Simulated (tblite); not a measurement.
## Saddle-point search, with input and output: B₂N₂H₄Cl₂

The run: saddle-point search of B₂N₂H₄Cl₂, SMILES NB(N)B(Cl)Cl. Method and program: GFN2-xTB saddle search (eigenvector following) and harmonic vibrations, gas phase (tblite 0.8.0).

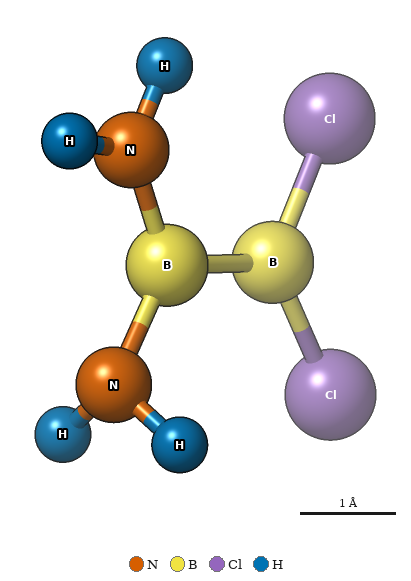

The input geometry (ball-and-stick view, seen at a tilt). Bond lengths as drawn: B–B 1.70 Å, B–Cl 1.71 to 1.74 Å, B–N 1.39 to 1.47 Å and H–N 1.01 Å.

Key numbers

```json
{"quantity": "outcome", "value": "converged"}
{"quantity": "total energy", "value": "−531.2580 eV"}
{"quantity": "point group", "value": "Cs"}
{"quantity": "hardware", "value": "1 CPU thread, shared host"}
{"quantity": "wall time", "value": "1.2 s"}
{"quantity": "peak memory", "value": "0.19 GiB"}
```

Input
```
{"job": {"xc": "GFN2-xTB", "basis": "xTB", "kind": "saddle"}, "charge": 0, "multiplicity": 1}
N     -0.633038    -1.154368     0.382678
B     -0.101345     0.062189    -0.036512
N     -0.995945     1.111402    -0.555867
B      1.584983     0.280083     0.073671
Cl     2.418553     1.690148    -0.433317
Cl     2.593096    -0.972593     0.733314
H     -1.614370    -1.386837     0.359456
H     -0.066500    -1.903726     0.746831
H     -0.808144     1.370371    -1.514810
H     -0.982082     1.964840    -0.014237
```

The first line tells a small driver script what to run in tblite; the rest is the geometry in Å.

Launch command:
```bash
OMP_NUM_THREADS=1 python <driver script> task.json out
```

Log
```
step      E/eV     max force
  0    -531.23130   0.4310
  1    -531.25783   0.0915
  2    -531.25799   0.0054
  3    -531.25800   0.0041
  4    -531.25800   0.0010
lowest wavenumbers (cm-1): -441.4 6.4 92.8 183.5 215.2 298.9
```

Trajectory as extended XYZ (Å, eV, eV/Å), 5 frames, from step=0 to step=4
```
10
Properties=species:S:1:pos:R:3:forces:R:3 step=0 energy=-531.23130
N    -0.6330   -1.1544    0.3827   -0.0790   0.2930  -0.1240
B    -0.1013    0.0622   -0.0365    0.1050  -0.1170   0.0560
N    -0.9959    1.1114   -0.5559   -0.3860  -0.1890   0.0320
B     1.5850    0.2801    0.0737    0.0610  -0.2540   0.1070
Cl    2.4186    1.6901   -0.4333    0.0870   0.1480  -0.0510
Cl    2.5931   -0.9726    0.7333    0.0830  -0.0050   0.0140
H    -1.6144   -1.3868    0.3595    0.0280   0.1100  -0.0390
H    -0.0665   -1.9037    0.7468    0.0180   0.0560  -0.0200
H    -0.8081    1.3704   -1.5148    0.0390  -0.0080   0.0450
H    -0.9821    1.9648   -0.0142    0.0430  -0.0340  -0.0200
10
Properties=species:S:1:pos:R:3:forces:R:3 step=1 energy=-531.25783
N    -0.6338   -1.1319    0.3749   -0.0550  -0.0590   0.0170
B    -0.0713    0.0646   -0.0340   -0.0190   0.0030  -0.0040
N    -1.0281    1.0697   -0.5440    0.0200   0.0110  -0.0010
B     1.6224    0.2710    0.0814   -0.0010  -0.0090   0.0040
Cl    2.4512    1.7000   -0.4266    0.0030   0.0050  -0.0020
Cl    2.6462   -0.9676    0.7318    0.0040   0.0010   0.0000
H    -1.6279   -1.3014    0.3262    0.0900   0.0160   0.0040
H    -0.1090   -1.9087    0.7450   -0.0290   0.0370  -0.0180
H    -0.8415    1.3360   -1.5022   -0.0060  -0.0020   0.0000
H    -1.0130    1.9299   -0.0113   -0.0060  -0.0020   0.0000
10
Properties=species:S:1:pos:R:3:forces:R:3 step=2 energy=-531.25799
N    -0.6342   -1.1315    0.3762    0.0050   0.0000   0.0010
B    -0.0720    0.0649   -0.0341    0.0010   0.0000   0.0000
N    -1.0266    1.0704   -0.5455   -0.0040   0.0000   0.0000
B     1.6226    0.2696    0.0821    0.0000   0.0000   0.0000
Cl    2.4513    1.7011   -0.4210   -0.0010   0.0000   0.0000
Cl    2.6476   -0.9708    0.7269   -0.0010   0.0010   0.0000
H    -1.6259   -1.3019    0.3280   -0.0040   0.0030  -0.0020
H    -0.1089   -1.9063    0.7464    0.0000  -0.0030   0.0010
H    -0.8431    1.3352   -1.5045    0.0010   0.0000   0.0000
H    -1.0155    1.9307   -0.0133    0.0010   0.0000   0.0000
10
Properties=species:S:1:pos:R:3:forces:R:3 step=3 energy=-531.25800
N    -0.6345   -1.1317    0.3767   -0.0030  -0.0020   0.0010
B    -0.0717    0.0643   -0.0339    0.0000  -0.0010   0.0000
N    -1.0263    1.0698   -0.5456    0.0000   0.0000   0.0000
B     1.6227    0.2697    0.0821    0.0000   0.0000   0.0000
Cl    2.4497    1.7027   -0.4199    0.0000   0.0000   0.0000
Cl    2.6491   -0.9704    0.7250    0.0000   0.0010   0.0000
H    -1.6266   -1.3003    0.3278    0.0040   0.0010   0.0000
H    -0.1107   -1.9074    0.7473   -0.0020   0.0020  -0.0010
H    -0.8420    1.3345   -1.5046    0.0000   0.0000   0.0000
H    -1.0144    1.9303   -0.0137    0.0000   0.0000   0.0000
10
Properties=species:S:1:pos:R:3:forces:R:3 step=4 energy=-531.25800
N    -0.6350   -1.1319    0.3767    0.0010   0.0000   0.0000
B    -0.0716    0.0639   -0.0338    0.0000   0.0000   0.0000
N    -1.0259    1.0697   -0.5456    0.0000   0.0000   0.0000
B     1.6227    0.2697    0.0821    0.0000   0.0000   0.0000
Cl    2.4487    1.7032   -0.4198    0.0000   0.0000   0.0000
Cl    2.6499   -0.9698    0.7245    0.0000   0.0000   0.0000
H    -1.6270   -1.3000    0.3278   -0.0010   0.0000   0.0000
H    -0.1115   -1.9077    0.7475    0.0000   0.0000   0.0000
H    -0.8413    1.3343   -1.5045    0.0000   0.0000   0.0000
H    -1.0136    1.9302   -0.0137    0.0000   0.0000   0.0000
```

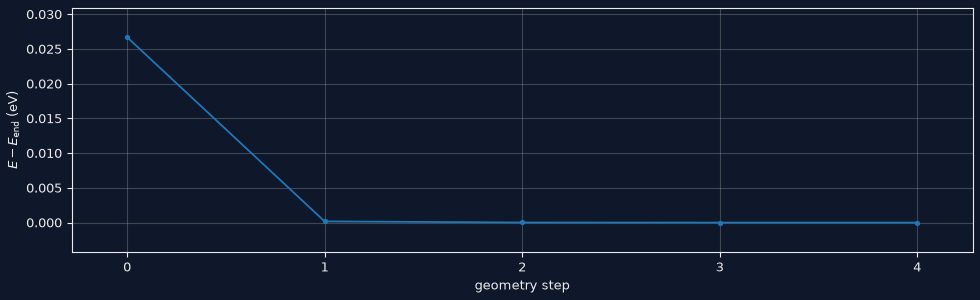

Progress of the saddle-point search, step by step (steps are counted from 0).

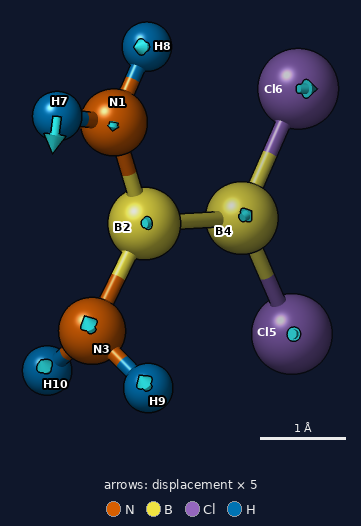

The starting structure with the displacements as teal arrows, magnified 5 times (ball-and-stick view, seen at a tilt). The two geometries are laid on each other by the best rigid fit. The atom that moves furthest after the best rigid fit is H7 (0.093 Å). By element the largest moves are H 0.093 Å, Cl 0.058 Å, N 0.052 Å, B 0.040 Å. Among the contacts that change: B4–Cl5 1.715 → 1.729 Å, N1–B2 1.392 → 1.384 Å, B2–B4 1.704 → 1.711 Å, B4–Cl6 1.738 → 1.733 Å. Among the angles that change: N1–B2–N3 119.8° → 115.3°, N3–B2–B4 122.2° → 125.5°, B2–N1–H7 124.5° → 122.0°. Over 4 geometry steps the energy falls by 0.027 eV. Largest force component: 0.39 eV/Å at the start, 0.001 eV/Å at the end. (Atoms are counted from 1 in the order of the input.)
